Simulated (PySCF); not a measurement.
Consider CH9AsSSi2.

Input file:

```
{"job": {"kind": "uv", "xc": "wB97X-D", "basis": "def2-SVPD", "nstates": 8, "ntriplets": 3}, "charge": 0, "multiplicity": 1}
C     -2.532936    -0.297709     0.145366
S     -1.403466     0.447397     1.350630
Si     0.313157     0.781150     0.067302
Si     1.144998    -1.230173    -0.799882
As     1.781275     2.141619     1.281085
H     -3.489255    -0.423228     0.642656
H     -2.642919     0.364705    -0.708157
H     -2.146803    -1.262943    -0.169402
H     -0.273570     1.605238    -1.014200
H      0.202978    -1.954597    -1.660902
H      1.549701    -2.160966     0.258992
H      2.328842    -0.923349    -1.608240
H      2.808110     1.954869     0.195027
H      2.359210     0.957513     1.997559
```

Launched as:

```sh
OMP_NUM_THREADS=1 python probes_run.py task.json out
```

Geometry: GFN2-xTB.

These are results of wB97X-D/def2-SVPD, SCF density, gas phase in PySCF, not measurements.

What will maps of the electron density and electron localisation function show?

Answer. C–S (1.81 Å): ρ at the midpoint is about 1.2 e/Å³; the ELF peaks at about 0.90 between the atoms: localised, covalent bonding.
Si–S (2.17 Å): ρ is about 0.79 e/Å³ halfway; the ELF peaks at about 0.90 between the atoms: a shared electron pair.
C–H (1.09 Å): ρ is about 2 e/Å³ halfway; the ELF climbs to about 1 towards the hydrogen, as it does in any bond to H; a covalent bond by its length.

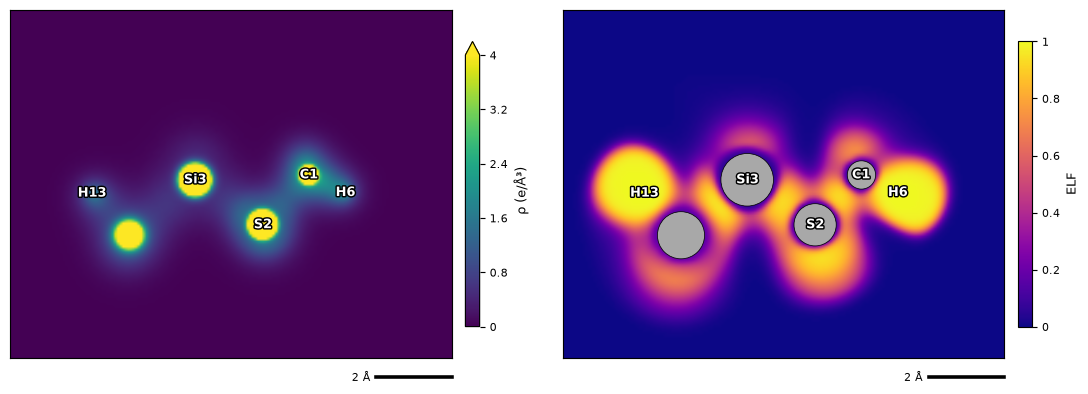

Computed electron density and electron localisation function on the plane of atoms C1, S2 and Si3, in this order. Grey discs cover the atomic cores in the ELF map. 
